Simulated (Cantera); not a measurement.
Feed: 1 mol Pb, 0.21 mol O2, 61 mol H2, held at 1.00 bar.

Cantera equilibrium calculation (NASA polynomials, part measured and part estimated; ideal gas, pure solids and liquids). Candidate condensed phases: H2O, Pb, PbO, PbO2, Pb3O4; 12 gas species. Rates play no part.

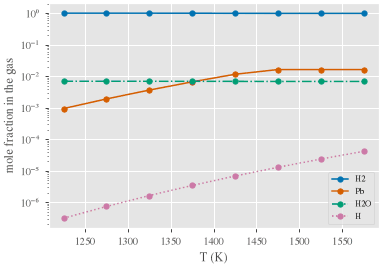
Fig. 1. Equilibrium gas composition (values under 1e-9 drawn at 1e-9)

From 1225 K to 1425 K the condensed part is Pb(l). From 1475 K to 1575 K nothing is condensed. The main Pb-bearing gas is Pb throughout.
